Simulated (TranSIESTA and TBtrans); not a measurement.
System: Ag chain with one Rh atom in place of Ag. Leads: straight Ag chain, spacing 2.517 Å. Geometry: 3 atoms about the centre moved by SIESTA (PBE, DZP) to a largest force of 0.02 eV/Å, all others as built, motion along the axis alone. Transport runs along z; the first 6 and the last 6 of the 19 atoms are the lead cells, repeated to infinity.

```xyz
19
Lattice="9.000 0.000 0.000 0.000 9.000 0.000 0.000 0.000 47.606" Properties=species:S:1:pos:R:3 pbc="F F T"
Ag     4.500     4.500     0.000
Ag     4.500     4.500     2.517
Ag     4.500     4.500     5.034
Ag     4.500     4.500     7.551
Ag     4.500     4.500    10.068
Ag     4.500     4.500    12.585
Ag     4.500     4.500    15.102
Ag     4.500     4.500    17.619
Ag     4.500     4.500    20.087
Rh     4.500     4.500    22.544
Ag     4.500     4.500    25.002
Ag     4.500     4.500    27.470
Ag     4.500     4.500    29.987
Ag     4.500     4.500    32.504
Ag     4.500     4.500    35.021
Ag     4.500     4.500    37.538
Ag     4.500     4.500    40.055
Ag     4.500     4.500    42.572
Ag     4.500     4.500    45.089
```
Starting moments (μB): atom 10 +1.5.

TranSIESTA and TBtrans, PBE, DZP numerical orbitals (energy shift 0.15 eV), PseudoDojo norm-conserving scalar-relativistic potentials, mesh cutoff 200 Ry, 300 K, spin-polarised (collinear), no spin-orbit coupling; self-consistent non-equilibrium Green functions.

Energies count from the leads' Fermi level. Transmissions are for each spin. The energy step is 0.01 eV; narrower resonances are cut or missed.

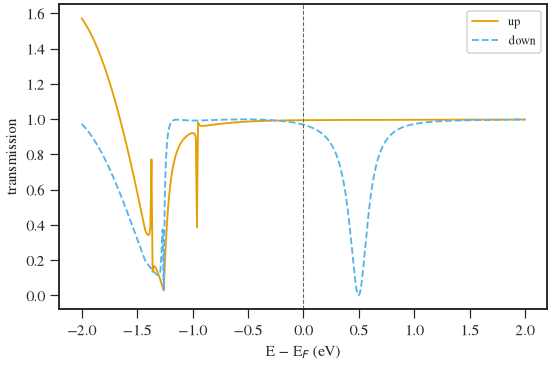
Figure: Transmission against energy

```tsv
E (eV)	T up	T down	lead channels up	down
-2.00	1.57	0.97	3	3
-1.80	1.31	0.79	3	3
-1.60	0.87	0.49	3	3
-1.40	0.34	0.17	1	1
-1.20	0.63	0.97	1	1
-1.00	0.92	0.99	1	1
-0.80	0.97	1.00	1	1
-0.60	0.98	1.00	1	1
-0.40	0.99	1.00	1	1
-0.20	0.99	0.99	1	1
0.00	0.99	0.97	1	1
0.20	1.00	0.90	1	1
0.40	1.00	0.49	1	1
0.60	1.00	0.53	1	1
0.80	1.00	0.92	1	1
1.00	1.00	0.97	1	1
1.20	1.00	0.99	1	1
1.40	1.00	0.99	1	1
1.60	1.00	1.00	1	1
1.80	1.00	1.00	1	1
2.00	1.00	1.00	1	1
```

Moments were seeded on the central atoms alone, and one start was tried. The straight chain is held at its spacing; free chains may zigzag or dimerise.
